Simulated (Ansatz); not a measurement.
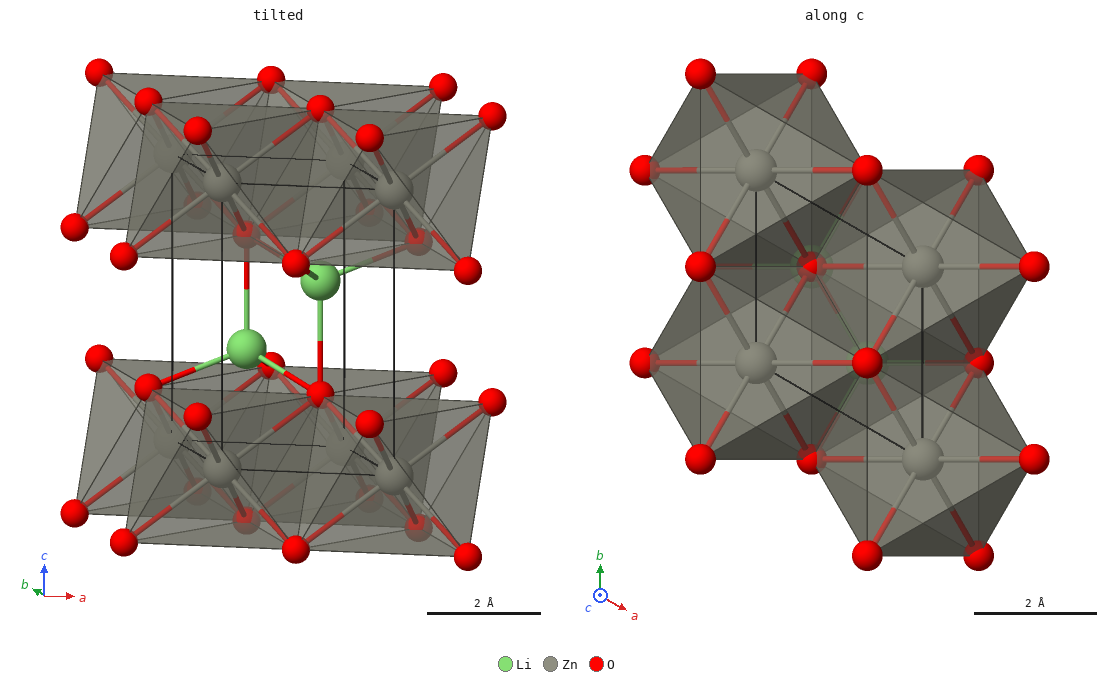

This polyhedral model is shown slightly off an axis and along the c axis. Thin lines show the conventional unit cell, with boundary atoms drawn in all their periodic places. Some atoms of the next cells are drawn as well.

Li₂ZnO₂, CaAl₂Si₂ type, space group P-3m1 (No. 164), a = 3.160 Å, b = 3.160 Å, c = 5.178 Å, α = 90.00°, β = 90.00°, γ = 120.00°. The structure was taken from a structure type filled with these elements by a generator (whether the compound takes this form wasn't checked). Earlier steps of the study, as a rule a relaxation of our own, may have changed the cell and positions, so they can lie some per cent off the listed ones. An electronic-structure calculation with Ansatz was run on it.

This one geometry was computed with Ansatz (DFT, plane waves, PAW) at three levels of theory: HSE06, PBE and r2SCAN.

Question: Which level gives the highest pressure at this volume, and what does that say about its equilibrium volume?

Answer: Highest: PBE (0.0 GPa), which points to the largest equilibrium volume. Lowest, with the smallest volume: HSE06 (-4.9 GPa) and r2SCAN (-5.1 GPa). Levels within 0.5 GPa of each other can't be told apart.

Question: How does the band gap change with the level of theory?

Answer: PBE: a gap of 2.93 eV, indirect; r2SCAN: a gap of 3.54 eV, indirect; HSE06: a gap of 4.66 eV, indirect.

Question: Collect the results in a table.

Answer:
| level | cutoff (eV) | k-mesh of the run's cell | gap (eV) | pressure (GPa) |
| --- | --- | --- | --- | --- |
| HSE06 | 420 | 6×6×4 | 4.66 | -4.9 |
| PBE | 420 | 12×12×6 | 2.93 | 0.0 |
| r2SCAN | 500 | 12×12×6 | 3.54 | -5.1 |

Gaps are taken on the k-mesh or band path of each run.
